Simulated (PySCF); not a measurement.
## CH2AlN: geometry relaxation (part 4 of 4)

CH2AlN, SMILES N#[C][AlH2]; HCTH407/6-31G*, RKS, dispersion D3(0) (PySCF 2.14.0). The atoms were displaced at random from an optimised geometry.

Geometry of the input (Å):
```
N  1.3282  -1.3932  1.4334
C  0.6557  -0.8125  0.7598
Al -0.5499  0.3360  -0.4878
H  -1.6376  -0.2715  -1.0770
H  -0.0453  1.8757  -0.5628
```

## Trajectory as extended XYZ, continued
```
5
Properties=species:S:1:pos:R:3:forces:R:3 step=3 energy=-9155.20629
N     1.3244   -1.4031    1.4266   -0.1439   0.1109  -0.1380
C     0.6363   -0.7559    0.7293    0.1641  -0.1675   0.1708
Al   -0.4745    0.3550   -0.4202   -0.0086   0.0495  -0.0323
H    -1.7214   -0.3272   -1.1300    0.0201   0.0104   0.0158
H    -0.0209    1.8711   -0.5515   -0.0358  -0.0001  -0.0219
5
Properties=species:S:1:pos:R:3:forces:R:3 step=4 energy=-9155.20728
N     1.3180   -1.4131    1.4238   -0.0507   0.0207  -0.0434
C     0.6363   -0.7584    0.7297    0.0428  -0.0024   0.0359
Al   -0.4720    0.3648   -0.4198    0.0248  -0.0354   0.0080
H    -1.7127   -0.3327   -1.1229   -0.0004   0.0201   0.0013
H    -0.0298    1.8824   -0.5623   -0.0207   0.0011  -0.0077
5
Properties=species:S:1:pos:R:3:forces:R:3 step=5 energy=-9155.20761
N     1.3148   -1.4162    1.4225   -0.0127  -0.0103  -0.0060
C     0.6377   -0.7573    0.7288    0.0098   0.0268  -0.0030
Al   -0.4690    0.3655   -0.4218    0.0003  -0.0271   0.0075
H    -1.7130   -0.3285   -1.1226    0.0034   0.0097   0.0001
H    -0.0365    1.8851   -0.5666   -0.0048   0.0051  -0.0045
5
Properties=species:S:1:pos:R:3:forces:R:3 step=6 energy=-9155.20774
N     1.3106   -1.4192    1.4190    0.0057  -0.0199   0.0101
C     0.6383   -0.7545    0.7265    0.0000   0.0269  -0.0112
Al   -0.4681    0.3673   -0.4232   -0.0161  -0.0038  -0.0067
H    -1.7132   -0.3246   -1.1235    0.0026   0.0003   0.0005
H    -0.0429    1.8889   -0.5722    0.0040   0.0008   0.0014
5
Properties=species:S:1:pos:R:3:forces:R:3 step=7 energy=-9155.20777
N     1.3078   -1.4200    1.4157    0.0075  -0.0153   0.0098
C     0.6382   -0.7515    0.7242   -0.0036   0.0193  -0.0110
Al   -0.4694    0.3694   -0.4252   -0.0125   0.0044  -0.0069
H    -1.7143   -0.3224   -1.1251   -0.0003  -0.0040  -0.0002
H    -0.0461    1.8914   -0.5754    0.0052   0.0000   0.0026
5
Properties=species:S:1:pos:R:3:forces:R:3 step=8 energy=-9155.20779
N     1.3016   -1.4201    1.4074    0.0040   0.0002   0.0019
C     0.6368   -0.7445    0.7180   -0.0031  -0.0017  -0.0025
Al   -0.4732    0.3750   -0.4303   -0.0022   0.0127  -0.0049
H    -1.7171   -0.3191   -1.1287   -0.0053  -0.0060  -0.0024
H    -0.0513    1.8974   -0.5815    0.0030  -0.0006   0.0022
5
Properties=species:S:1:pos:R:3:forces:R:3 step=9 energy=-9155.20778
N     1.2979   -1.4184    1.4012    0.0005   0.0092  -0.0036
C     0.6350   -0.7397    0.7129   -0.0036  -0.0113   0.0009
Al   -0.4766    0.3793   -0.4347    0.0048   0.0100  -0.0003
H    -1.7201   -0.3169   -1.1319   -0.0053  -0.0032  -0.0027
H    -0.0542    1.9017   -0.5852   -0.0002   0.0001   0.0001
5
Properties=species:S:1:pos:R:3:forces:R:3 step=10 energy=-9155.20777
N     1.2964   -1.4158    1.3973   -0.0016   0.0114  -0.0058
C     0.6331   -0.7371    0.7093   -0.0029  -0.0126   0.0021
Al   -0.4792    0.3822   -0.4378    0.0060   0.0037   0.0018
H    -1.7226   -0.3154   -1.1344   -0.0026   0.0011  -0.0019
H    -0.0555    1.9042   -0.5871   -0.0026   0.0011  -0.0018
```

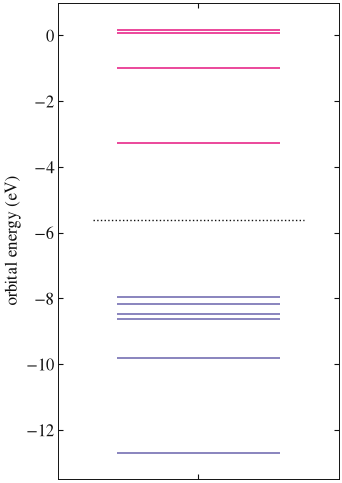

Orbital energies near the frontier; the dotted line parts filled from empty levels, and levels within 0.02 eV of each other stand side by side. Highest filled −7.95 eV, lowest empty −3.26 eV, 4.69 eV apart.

## Results in brief

```csv
quantity,value
outcome,converged
total energy,−336.447680 hartree
dispersion energy,−0.001741 hartree
basis functions,53
HOMO,−7.95 eV
LUMO,−3.26 eV
dipole moment,3.13 D
wall time,81 s
peak memory,0.55 GiB
```
